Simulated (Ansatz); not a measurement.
SiO2 (space group P4_32_12)

```
CELL_PARAMETERS angstrom
      5.03022     0.00000     0.00000
      0.00000     5.03022     0.00000
      0.00000     0.00000     7.01275
ATOMIC_POSITIONS crystal
  Si 0.20224 0.20224 0.00000
  Si 0.29776 0.70224 0.75000
  Si 0.79776 0.79776 0.50000
  Si 0.70224 0.29776 0.25000
  O  0.60125 0.73971 0.67800
  O  0.76029 0.10125 0.42800
  O  0.39875 0.26029 0.17800
  O  0.23971 0.89875 0.92800
  O  0.10125 0.76029 0.57200
  O  0.26029 0.39875 0.82200
  O  0.89875 0.23971 0.07200
  O  0.73971 0.60125 0.32200
```

The volume is varied about the relaxed value V₀ at fixed cell shape. The atoms relax within the cell's symmetry.

Calculation: PBEsol (plane waves to 420 eV, PAW, scalar-relativistic; Ansatz, a program for electronic structure). k mesh 5×5×4 (Γ-centred), Fermi-Dirac smearing 0.05 eV. Energies are smeared free energies. With the shape held, the modulus is that of even scaling; a crystal free to change shape is softer. SiO2 was relaxed with its symmetry unable to fall. ΔE is measured from the relaxed starting cell.

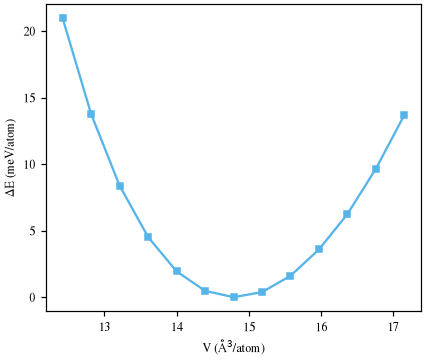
Fig. 1. ΔE (meV/atom) against V (Å³/atom); markers are the computed points, lines only join them.

The energy cost of the largest compression comes out as 21.0 meV/atom and the energy cost of the largest expansion is 13.7 meV/atom. The equilibrium volume of the fit comes out as 14.79 Å³/atom and the bulk modulus at fixed cell shape B₀ (third-order Birch-Murnaghan fit) is 14.1 GPa. The pressure derivative B₀′ (fit) comes out as 3.0.

(Under strain, the slope of the energy per volume gives the stress and its curvature an elastic modulus.)
